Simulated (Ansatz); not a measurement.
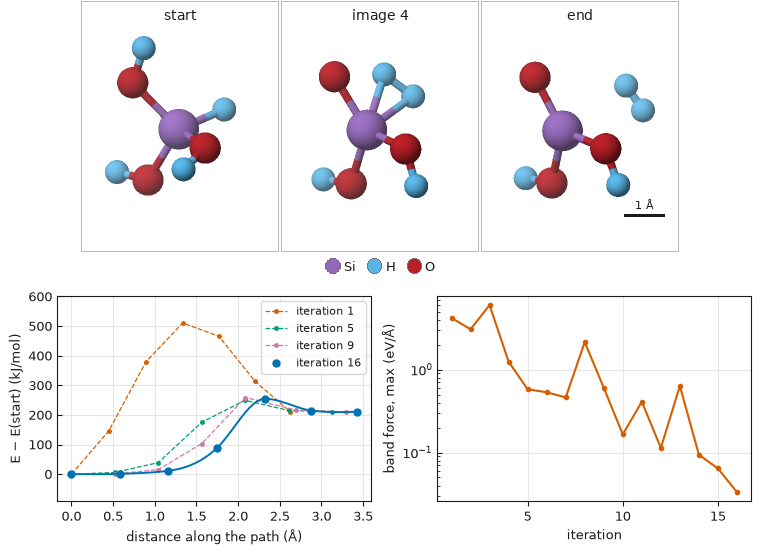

A search for the minimum-energy path of SiH4O3 by the nudged elastic band. Images are numbered from 0 (start) to 6 (end). The plot follows the band through its iterations. The picture is a ball-and-stick view, seen from a free direction.

Computed with Ansatz 0.2.0, RKS PBE0-D4/def2-SVP. Run with 5 movable images; climbing image.

How did the profile develop, and is the result final?

Answer. The run is converged, with reservations. The band converged in 16 iterations. The largest component of the band force went from 4.2 to 0.033 eV/Å. The climbing image converged on the top of the path. Its curvatures weren't checked. The largest force component is 0.55 eV/Å at the start and 0.71 eV/Å at the end; an end with forces this large is no minimum, and the barrier measured from it can be far off. The first iteration put the highest image at 510.6 kJ/mol. Forward barrier 254.6 kJ/mol, backward barrier 43.9 kJ/mol, with image 4 at the top; the reaction energy is +210.7 kJ/mol.

Cost: 2.7 min on 2 threads of Intel Xeon Platinum 8259CL @ 2.50GHz, on a shared host.
